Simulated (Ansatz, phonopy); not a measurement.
# KBr (Fm-3m): phonons against volume, part 4 of 4

Wanted: mode Grüneisen parameters of KBr and a free-energy fit over volumes.

What experiment has found for this phase:
- volume expansion coefficient 116.1 1e-6/K and heat capacity C_P per formula unit 52.3 J/mol/K near room temperature (given in “High-Throughput Prediction of Finite-Temperature Properties using the Quasi-Harmonic Approximation”, 2016, arXiv:1603.06924)
- volume expansion coefficient 117.6 1e-6/K near room temperature (given in “Descriptors for thermal expansion in solids”, 2017, arXiv:1701.03966)

Ansatz 0.2.0; DFT LDA, scalar-relativistic, plane waves, PAW.

So far. Step 15 (A cell at another volume, V/V0 1.05): The run ends at a pressure of -0.87 GPa. Step 16 (Lattice dynamics at this volume, V/V0 1.05): No mode is imaginary beyond numerical noise at the solved wavevectors. The highest zone-centre mode (no LO–TO term) moved by -11.0 % for a volume change of +5.0 %.

### 17. Mode Grüneisen parameters

This step: DFT LDA, scalar-relativistic, plane waves, PAW (phonopy 4.10.0).

This step gave:

- share of modes with a negative Grüneisen parameter: 0.108

Mean Grüneisen, by row:

```
T (K)  heat-capacity-weighted mean  root mean square
   50                        1.233             1.623
  100                        1.432             1.739
  200                        1.486             1.769
  300                        1.496             1.775
  500                        1.501             1.778
  800                        1.503             1.779
```

The mean mode Grueneisen parameter by wavenumber:

```
wavenumber (cm⁻¹)  mean mode Grueneisen parameter
              2.9                               -
             14.3                            0.78
             20.0                           0.347
             31.5                          0.0326
             42.9                           0.038
             54.3                           0.407
             60.1                           0.618
             71.5                            1.12
             83.0                            1.49
             88.7                            1.51
            100.1                               -
            111.6                            2.22
            117.3                            2.24
            128.7                             2.3
            140.2                            2.11
            151.6                            1.46
            157.3                            1.36
            168.8                            1.32
```

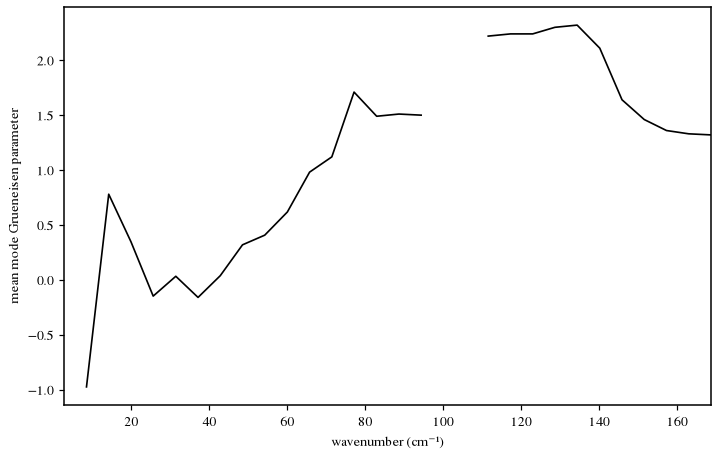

Mean mode Grueneisen parameter, plotted against wavenumber.

Volume series, by row:

```
 V/V0  V (Å³/atom)  pressure (GPa)  E - E0 (meV/atom)  gap (eV)  zero-point energy (meV/atom)  lowest on the path (cm⁻¹)  highest at Gamma without the LO-TO term (cm⁻¹)
 0.97        31.36           0.666              1.957     4.413                         19.37                          0                                           139.1
0.985        31.85           0.318              0.475     4.366                         18.87                          0                                           134.4
    1        32.33               0                  0     4.321                         18.38                          0                                           129.9
1.015        32.82           -0.29              0.447     4.277                         17.91                          0                                           125.5
 1.03         33.3          -0.556              1.737     4.235                         17.44                          0                                           121.3
 1.05        33.95          -0.875              4.639     4.181                         16.84                          0                                           115.7
```

The optical frequency at Gamma without the LO-TO term, mode 4 by V/V0:

```
  V/V0  optical frequency at Gamma without the LO-TO term, mode 4 (cm⁻¹)
0.9700                                                               139
0.9850                                                               134
1.0000                                                               130
1.0150                                                               126
1.0300                                                               121
1.0500                                                               116
```

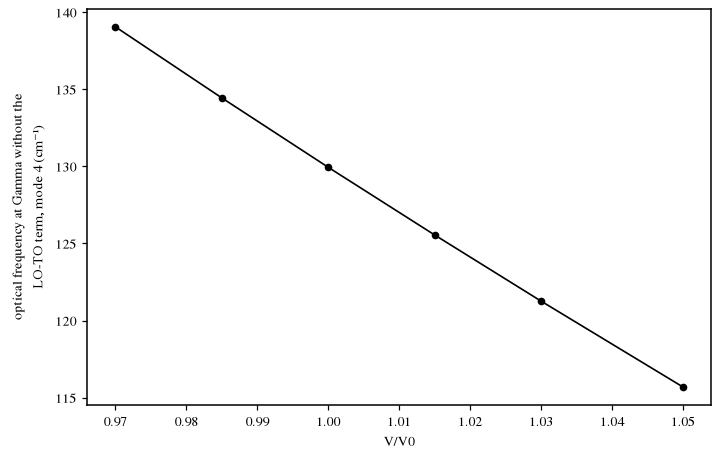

Optical frequency at Gamma without the LO-TO term, mode 4 against V/V0.

Grüneisen at points, by row:

```
point  branch  frequency (cm⁻¹)  mode Grüneisen parameter
    Γ       4             129.9                      2.28
    Γ       6             172.1                      1.32
    X       1              39.5                     -1.31
    X       3              69.9                     -0.55
    X       4             134.6                      2.39
    X       6             141.6                       2.4
    U       1              59.1                      0.99
    U       2              64.2                     -0.61
    U       3              72.7                      0.82
    U       4             126.1                      2.37
    U       5             135.8                      2.09
    U       6             139.5                      2.41
    K       1              59.1                      0.99
    K       2              64.2                     -0.61
    K       3              72.7                      0.82
    K       4             126.1                      2.37
    K       5             135.8                      2.09
    K       6             139.5                      2.41
    L       1              79.3                      2.16
    L       3              97.2                      1.43
    L       4             110.3                      2.21
    L       6             154.6                      1.34
    W       1              58.2                     -0.72
    W       3              84.5                      1.89
    W       4             121.3                      1.92
    W       5             138.1                      2.41
```

### 18. Free-energy fit

Numbers from this step:

```
volume expansion coefficient at 300 K : 115.3 1e-6/K
isothermal bulk modulus at 300 K      : 16.75 GPa
C_P at 300 K                          : 25.84 J/mol-atom/K
Grüneisen parameter at 300 K          : 1.587
```

Table of energy (each curve on its own zero) by volume; values in meV/atom:

```
volume (Å³/atom)  static  F at 0 K  F at 300 K  F at 600 K
           31.36    1.96      3.19        6.54        10.9
           31.85    0.47      1.21        3.29           6
           32.33       0      0.25        1.03        2.03
           32.82    0.45      0.22       -0.33       -1.07
           33.30    1.74      1.04       -0.86       -3.36
           33.95    4.64      3.34       -0.42       -5.29
```

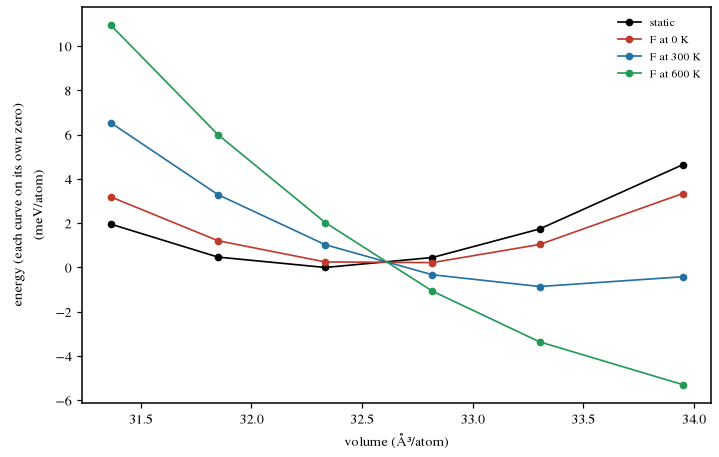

Energy (each curve on its own zero) against volume.

Phonopy-qha, vinet fit of F(V) at each temperature; no electronic free energy. Qha vinet, by row:

```
T (K)  fitted volume (Å³/atom)  alpha_V (1e-6/K)  B_T (GPa)  C_P (J/mol-atom/K)  Grueneisen
   75                    32.66             67.13      19.35               18.64       1.378
  100                    32.72             81.13      19.09               21.28       1.455
  125                    32.79             89.59      18.81               22.74       1.493
  150                    32.87             95.34      18.53               23.63       1.516
  175                    32.95             99.71      18.24               24.24       1.533
  200                    33.03             103.3      17.95               24.69       1.546
  225                    33.12             106.6      17.65               25.04       1.557
  250                    33.21             109.5      17.35               25.34       1.567
  275                     33.3             112.4      17.05                25.6       1.577
  300                     33.4             115.3      16.75               25.84       1.587
  325                     33.5             118.1      16.44               26.07       1.596
  350                     33.6               121      16.13                26.3       1.605
```

Volume expansion coefficient, phonopy-qha, Vinet against temperature:

```
temperature (K)  volume expansion coefficient, phonopy-qha, Vinet (1e-6/K)
             75                                                       67.1
            100                                                       81.1
            125                                                       89.6
            150                                                       95.3
            175                                                       99.7
            200                                                        103
            225                                                        107
            250                                                        110
            275                                                        112
            300                                                        115
            325                                                        118
            350                                                        121
```

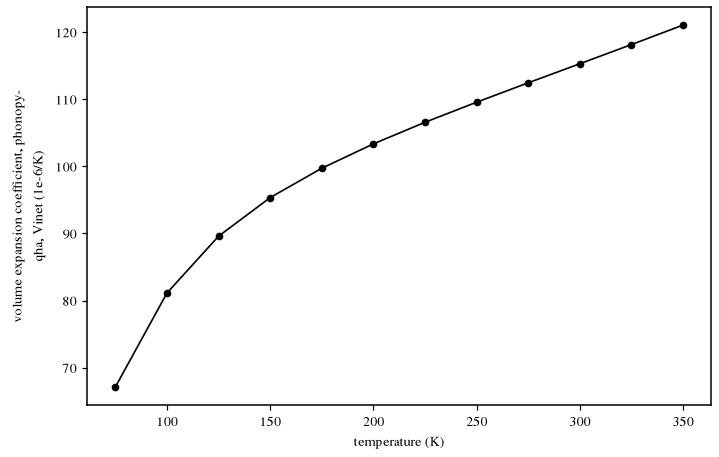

Volume expansion coefficient, phonopy-qha, Vinet, plotted against temperature.

The fit gives a volume expansion of 115 × 10⁻⁶/K at 300 K.

### 19. Outcome

```json
{
  "volume expansion coefficient at 300 K": "115.3 1e-6/K",
  "isothermal bulk modulus at 300 K": "16.75 GPa",
  "C_P at 300 K": "25.84 J/mol-atom/K",
  "Grüneisen parameter at 300 K": "1.587",
  "mean mode Grüneisen parameter at 300 K": "1.50"
}
```

What this shows: Near room temperature KBr expands by 115 × 10⁻⁶/K in volume by LDA, with C_P = 25.8 J/(mol K) per mole of atoms and B_T = 16.8 GPa. The table stops at 350 K because beyond it the fitted volume comes within 1 % of the largest computed cell, where the fit loses its support. C_P at room temperature is 104 % of the classical 3R an atom. A measured volume expansion coefficient near room temperature is 116.1 1e-6/K (arXiv:1603.06924); the calculated 115 1e-6/K differs by -1 %. A measured heat capacity per formula unit near room temperature is 52.3 J/mol/K (arXiv:1603.06924); the calculated 51.7 J/mol/K differs by -1 %. The heat-capacity-weighted Grüneisen parameter goes from 1.23 at 50 K to 1.50 at 800 K; 11 % of the modes stiffen on expansion. Weighting γ by the density of states and each mode's heat capacity at 300 K, modes below 60 cm⁻¹ give about 3 % of the sum of γC that drives the expansion, those up to 110 cm⁻¹ 28 % and the rest 69 %. Among the labelled points γ is largest for branch 6 at U (140 cm⁻¹, 2.4) and most negative for branch 1 at X (39.5 cm⁻¹, -1.3). The PAW files were made for PBE and are used here under another functional, for which the program regenerates the frozen cores.

[Logs are printed without paths, hosts, clocks, repeated set-up lines and the standing remarks that a program may print on its own settings, such as how far it seeks lower states.]

[Hosts, paths, dates, database ids (printed as entryN), source tags and the programs' standing remarks are cut or masked in the printed files.]

[A step with changed settings may run another functional than the one named; its input shows which.]

[Of the runs on displaced cells, only some may be shown.]
